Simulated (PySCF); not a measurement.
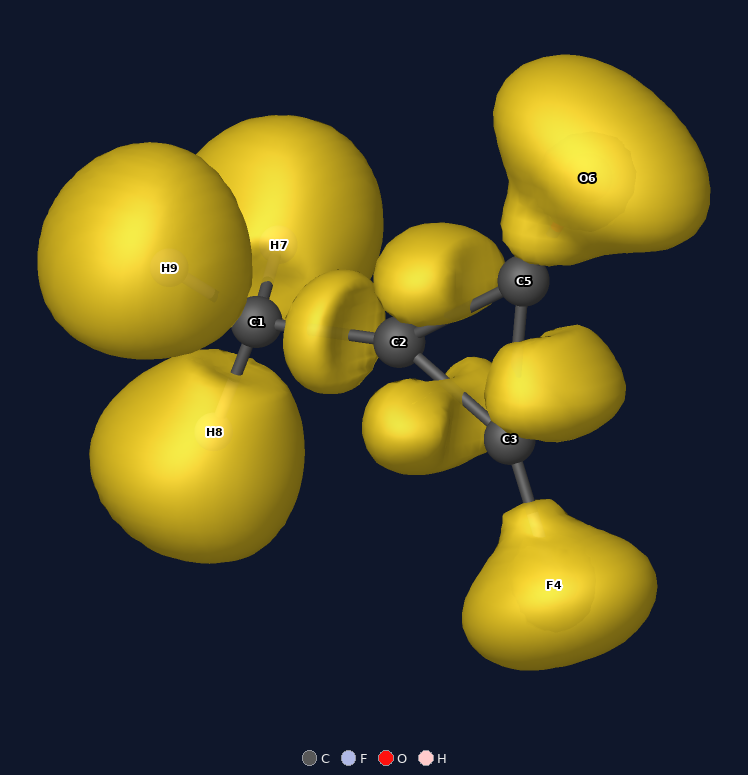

*C4H3FO (SMILES Cc1c(F)c1=O). Isosurface of the ELF at 0.75 (yellow), seen at a tilt. Core shells and regions of very low density are left out.*

Geometry: GFN2-xTB.

The calculation used PBE0/pcSseg-1, SCF density, gas phase, non-relativistic in PySCF 2.14.0.

```xyz
9

C    -1.3453   -0.0990    0.0528
C     0.1144    0.0382   -0.0064
C     1.3150   -0.5739   -0.0558
F     1.8959   -1.7628   -0.0783
C     1.3148    0.8508   -0.0555
O     1.8740    1.9008   -0.0771
H    -1.7851    0.3433   -0.8410
H    -1.6421   -1.1435    0.1247
H    -1.7280    0.4520    0.9113
```

Question: What do the ELF domains correspond to?

Answer: The ELF exceeds this value in four regions between bonded C–C atoms (shared pairs), three regions around hydrogen nuclei, one region on F in which the atom's valence shell and bonds are merged and one region on O in which the atom's valence shell and bonds are merged.

Values along the shortest contacts:
C–O (1.19 Å): the ELF peaks at about 0.85 between the atoms: a short, multiple covalent bond. C–F (1.32 Å): the ELF peaks at about 0.85 between the atoms (a shared but strongly polarised pair).
